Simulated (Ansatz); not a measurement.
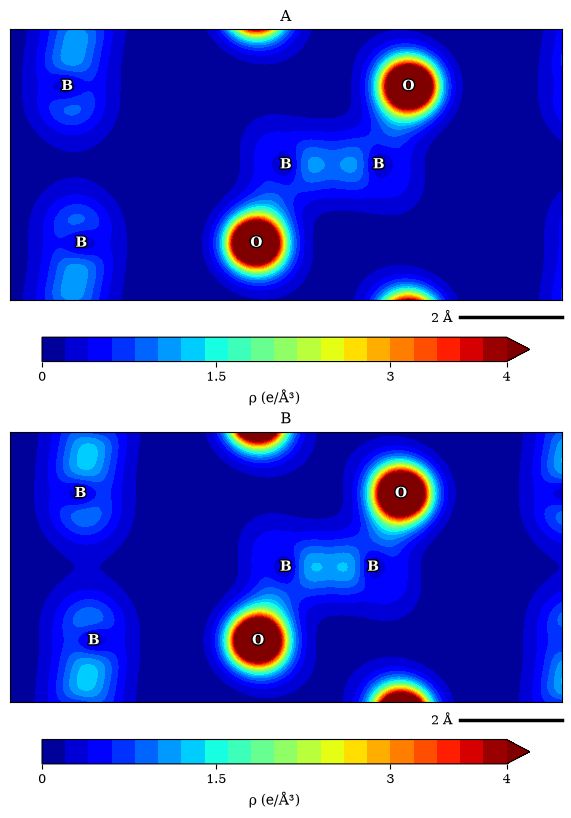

B2O. The valence pseudo-density of two cells that differ in size, on the (110) plane of each (indices in the axes of the calculation cell), at one length scale and on one colour scale; one has 8.5 and the other 10.3 Å³ an atom.

The calculation used DFT PBE+D3(BJ), scalar-relativistic, plane waves, PAW in Ansatz 0.2.0.

Core electrons are frozen (PAW), and the valence fields are smoothed inside the atomic spheres.

The larger cell:

```
B O
1.0
     2.65924    0.00000    0.00000
    -1.32962    2.30297    0.00000
     0.00000    0.00000   10.10979
B O
4 2
Direct
  0.00000 0.00000 0.40990
  0.00000 0.00000 0.59010
  0.66667 0.33333 0.01372
  0.33333 0.66667 0.98628
  0.66667 0.33333 0.35258
  0.33333 0.66667 0.64742
```

The smaller cell: a = 2.497 Å, b = 2.497 Å, c = 9.494 Å, α = 90.00°, β = 90.00°, γ = 120.00°.

**Which panel shows the smaller cell, and what does the compression change?**

Panel B is the smaller cell, by 17 % in volume. From the larger cell to the smaller, B–O goes from 1.64 to 1.54 Å, and the density at its midpoint from 1.1 to 1.4 e/Å³; the pressure goes from −9 to 24 GPa.
